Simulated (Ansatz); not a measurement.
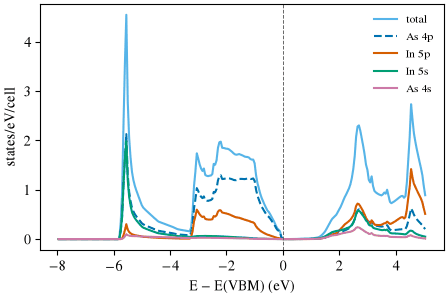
Total and projected density of states of InAs (zinc blende, F-43m), the program Ansatz at the r²SCAN level (PAW)

Task: Which orbitals carry the states next to the gap?

Result: Top 1 eV of the valence band: As 4p 80 %, In 5p 17 %. Bottom 1 eV of the conduction band: In 5s 42 %, As 4p 27 %, As 4s 23 %, In 5p 7 %. Projections are on Löwdin-orthogonalised atomic valence shells; empty p or d shells of many metals are not among them.

Task: Where is the tallest occupied peak in this window, and what makes it?

Result: Near -5.5 eV, about 4.5 states/eV per cell; the largest projected share is As 4p.

Symmetry was held in the r²SCAN relaxation. Spin–orbit coupling is left out wherever it is not named.

Potentials: the later of the program's two PAW sets.
